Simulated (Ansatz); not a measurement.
# CH3Te (SMILES C[Te]) at 6 levels

Aim: a comparison of 6 runs (U-revPBE/STO-3G, UB2PLYP/STO-3G, UB3LYP/STO-3G, UBHLYP/STO-3G, UPBE/STO-3G, UMP2/STO-3G) of CH3Te. 

The results are computed with Ansatz 0.2.0.

74 further runs of the same task are left out: 22 that didn't finish, 52 set aside as unsound or not needed.

## (1) Starting point

The species is CH3Te (5 atoms), meant as a doublet with charge 0. As SMILES, `C[Te]`. The Te2–C1 distance was set to 4.272 Å, away from the relaxed value. At this shape a bond of the SMILES string is far longer than usual.

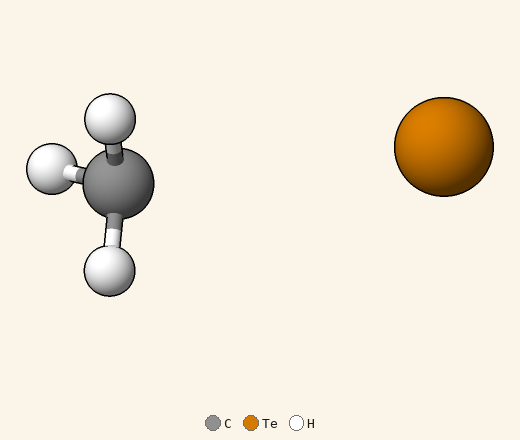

The structure, seen from a chosen angle (carbon grey, tellurium orange, hydrogen white).

## (2) The energy at U-revPBE/STO-3G (run 1)

Contents of job.yaml:

```yaml
crystal:
  periodic: [false, false, false]
  atoms:
    - {symbol: C, position_ang: [-2.319752, -0.330394, -0.076198]}
    - {symbol: Te, position_ang: [1.912000, 0.238200, 0.073400]}
    - {symbol: H, position_ang: [-2.572652, -1.339094, 0.241402]}
    - {symbol: H, position_ang: [-2.818352, 0.415106, 0.538702]}
    - {symbol: H, position_ang: [-2.614652, -0.194794, -1.117998]}
basis:
  gaussian:
    orbitals: STO-3G
total_charge: 0
magnetization:
  spin_polarized: true
  initial_magnetization: 1
hamiltonian:
  xc: {name: revPBE}
accuracy: high
```

Command:

```
$ ansatz run job.yaml --threads 1 --pin off --max-ram 2610MiB --events-out events.jsonl --progress --plain --runs-dir runs
```

Output:

```text
Warning: RAYON_NUM_THREADS=1 ignored (pool sized by the plan → 1); use --threads N
Functional definition: revPBE
  name "revPBE"
  parameter kappa = 1.245
  parameter beta = 0.06672455060314922
  exchange = pbe_x(kappa = kappa, mu = beta*pi^2/3)
  correlation = pbe_c(beta = beta)
429 factors; integrals over basis functions are off by at most 1.2e-8 eV
mean field evaluation 1: about -179266.1448 eV, gradient 1.6e1 eV
mean field evaluation 2: about -179254.2783 eV, gradient 3.4e1 eV
mean field evaluation 4: about -179261.6192 eV, gradient 2.0e1 eV
mean field evaluation 8: about -179272.4425 eV, gradient 1.7e-1 eV
mean field evaluation 16: about -179272.4091 eV, gradient 4.6e-4 eV
mean field evaluation 32: about -179272.8262 eV, gradient 1.5e-2 eV
mean field evaluation 64: about -179271.1105 eV, gradient 6.2e-1 eV
mean field evaluation 96: about -179272.8262 eV, gradient 7.6e-4 eV
mean field evaluation 128: about -179272.8261 eV, gradient 7.6e-5 eV
mean field -179272.82617334 eV, -6588.1548463841 hartree, gradient 1.2e-8 eV, S^2 1.738379; 12 other end points of the search recorded, 0 dependent functions left out
reference -179272.82617633 eV, -6588.1548464942 hartree; 31, 30 occupied and 4, 5 virtual orbitals, 429 factors
Total energy: -179272.82617633 eV, -6588.1548464942 hartree
```

Wall time 55 s (1 thread of Intel Xeon Platinum 8259CL at 2.50GHz (Skylake/Cascade Lake), shared host); peak memory 0.16 GiB.

## (3) A single-point energy at UB2PLYP/STO-3G (run 2)

Contents of in.yaml:

```yaml
crystal:
  periodic: [false, false, false]
  atoms:
    - symbol: C
      position_ang: [-2.319752, -0.330394, -0.076198]
    - symbol: Te
      position_ang: [1.912000, 0.238200, 0.073400]
    - symbol: H
      position_ang: [-2.572652, -1.339094, 0.241402]
    - symbol: H
      position_ang: [-2.818352, 0.415106, 0.538702]
    - symbol: H
      position_ang: [-2.614652, -0.194794, -1.117998]
basis:
  gaussian:
    orbitals: STO-3G
magnetization:
  spin_polarized: true
  initial_magnetization: 1
hamiltonian:
  xc: {name: B2PLYP}
correlation:
  frozen_orbitals: {C: 1, H: 0, Te: 18}
accuracy: high
```

Command:

```
$ ansatz run in.yaml --threads 1 --pin off --max-ram 2610MiB --events-out events.jsonl --progress --plain --runs-dir runs
```

Output, shortened:

```text
Warning: RAYON_NUM_THREADS=1 ignored (pool sized by the plan → 1); use --threads N
Functional definition: B2PLYP
  name "B2PLYP"
[...]
429 factors; integrals over basis functions are off by at most 1.2e-8 eV
[...]
mean field -179267.21536549 eV, -6587.9486529990 hartree, gradient 1.4e-8 eV, S^2 1.751261; 8 other end points of the search recorded, 0 dependent functions left out
19 core orbitals not correlated: weight in the atoms' cores, before any rotation towards them, 1.000 or more for the frozen orbitals, at most 0.000 for the correlated occupied ones
reference -179267.21538746 eV, -6587.9486538064 hartree; 12, 11 occupied and 4, 5 virtual orbitals, 429 factors
second order -1.33553403 eV of doubles, -0.00000000 eV of singles
Total energy: -179267.57598165 eV, -6587.9619053984 hartree
```

Wall time 35 s (1 thread of Intel Xeon Platinum 8259CL at 2.50GHz (Skylake/Cascade Lake), shared host); peak memory 0.22 GiB.

Run 3 isn't shown in full; the table further down has it.

## (4) A single-point energy at UBHLYP/STO-3G (run 4)

job.yaml: that of step 2 with these lines changed.

```diff
@@ -11,3 +11,2 @@
     orbitals: STO-3G
-total_charge: 0
 magnetization:
@@ -16,3 +15,4 @@
 hamiltonian:
-  xc: {name: revPBE}
+  xc: {name: BHLYP}
+total_charge: 0
 accuracy: high
```

Command:

```
$ ansatz run job.yaml --threads 1 --pin off --max-ram 2610MiB --events-out events.jsonl --progress --plain --runs-dir runs
```

Output:

```text
Warning: RAYON_NUM_THREADS=1 ignored (pool sized by the plan → 1); use --threads N
Functional definition: BHLYP
  name "BHLYP"
  parameter a = 0.5
  exchange = (1 - a)*b88_x + a*exact_x
  correlation = lyp_c
429 factors; integrals over basis functions are off by at most 1.2e-8 eV
mean field evaluation 1: about -179278.1278 eV, gradient 1.3e1 eV
mean field evaluation 2: about -179269.9851 eV, gradient 3.2e1 eV
mean field evaluation 4: about -179274.6339 eV, gradient 2.6e1 eV
mean field evaluation 8: about -179287.6965 eV, gradient 1.5e-3 eV
mean field evaluation 16: about -179287.6919 eV, gradient 3.8e-5 eV
mean field evaluation 32: about -179287.6919 eV, gradient 3.1e-3 eV
mean field evaluation 64: about -179287.2516 eV, gradient 3.8e-4 eV
mean field evaluation 96: about -179287.6903 eV, gradient 7.9e-2 eV
mean field -179287.69190085 eV, -6588.7011517941 hartree, gradient 2.8e-8 eV, S^2 1.750071; 8 other end points of the search recorded, 0 dependent functions left out
reference -179287.69192430 eV, -6588.7011526558 hartree; 31, 30 occupied and 4, 5 virtual orbitals, 429 factors
Total energy: -179287.69192430 eV, -6588.7011526558 hartree
```

Wall time 30 s (1 thread of Intel Xeon Platinum 8259CL at 2.50GHz (Skylake/Cascade Lake), shared host); peak memory 0.21 GiB.

Run 5 isn't shown in full; the table further down has it.

## (5) The energy at UMP2/STO-3G (run 6)

Contents of input.yaml:

```yaml
crystal:
  periodic: [false, false, false]
  atoms:
    - symbol: C
      position_ang: [-2.319752, -0.330394, -0.076198]
    - symbol: Te
      position_ang: [1.912000, 0.238200, 0.073400]
    - symbol: H
      position_ang: [-2.572652, -1.339094, 0.241402]
    - symbol: H
      position_ang: [-2.818352, 0.415106, 0.538702]
    - symbol: H
      position_ang: [-2.614652, -0.194794, -1.117998]
basis:
  gaussian:
    orbitals: STO-3G
accuracy: high
magnetization:
  spin_polarized: true
  initial_magnetization: 1
correlation:
  method: mp2
  frozen_orbitals: {C: 1, H: 0, Te: 18}
```

Command:

```
$ ansatz run input.yaml --threads 1 --pin off --max-ram 2610MiB --events-out events.jsonl --progress --plain --runs-dir runs
```

Output, shortened:

```text
Warning: RAYON_NUM_THREADS=1 ignored (pool sized by the plan → 1); use --threads N
Functional definition: HF
  name "HF"
[...]
429 factors; integrals over basis functions are off by at most 1.2e-8 eV
[...]
mean field -179219.44270415 eV, -6586.1930400761 hartree, gradient 5.4e-12 eV, S^2 1.757580; 13 other end points of the search recorded, 0 dependent functions left out
19 core orbitals not correlated: weight in the atoms' cores, before any rotation towards them, 1.000 or more for the frozen orbitals, at most 0.000 for the correlated occupied ones
reference -179219.44270415 eV, -6586.1930400761 hartree; 12, 11 occupied and 4, 5 virtual orbitals, 429 factors
second order -1.07218134 eV of doubles, -0.00000000 eV of singles
Total energy: -179220.51488549 eV, -6586.2324420138 hartree
```

Wall time 15 s (1 thread of Intel Xeon Platinum 8259CL at 2.50GHz (Skylake/Cascade Lake), shared host); peak memory 0.15 GiB.

## (6) All runs side by side

| run | level | frozen core orbitals | energy (Eh) | ⟨S²⟩ | wall time |
| --- | --- | --- | --- | --- | --- |
| 1 | U-revPBE/STO-3G | – | -6588.154846 | 1.738 | 55 s |
| 2 | UB2PLYP/STO-3G | 19 | -6587.961905 | 1.751 | 35 s |
| 3 | UB3LYP/STO-3G | – | -6588.521598 | 1.746 | 45 s |
| 4 | UBHLYP/STO-3G | – | -6588.701153 | 1.750 | 30 s |
| 5 | UPBE/STO-3G | – | -6587.824577 | 1.736 | 55 s |
| 6 | UMP2/STO-3G | 19 | -6586.232442 | 1.758 | 15 s |

## (7) What came out

| quantity | value |
| --- | --- |
| run 6: total energy | -6586.23244 Eh |
| run 6: correlation energy (19 core orbitals frozen) | -39.4 mEh |
| run 6: ⟨S²⟩ of the reference determinant | 1.758 |

Totals of different functionals can't be ranked against each other. In runs 1, 2, 3, 4, 5, 6 the basis is minimal, so the values are rough. In runs 1, 2, 3, 4, 5, 6 relativity is left out where basis or elements ask for it. Spin contamination of the reference: run 6 ⟨S²⟩ = 1.76, run 2 ⟨S²⟩ = 1.75, run 4 ⟨S²⟩ = 1.75, run 3 ⟨S²⟩ = 1.75, run 1 ⟨S²⟩ = 1.74, run 5 ⟨S²⟩ = 1.74. Where it is this large, the reference is a mixture of spin states, and values that rest on it are in doubt. All runs together took 3.9 min, the longest 55 s.
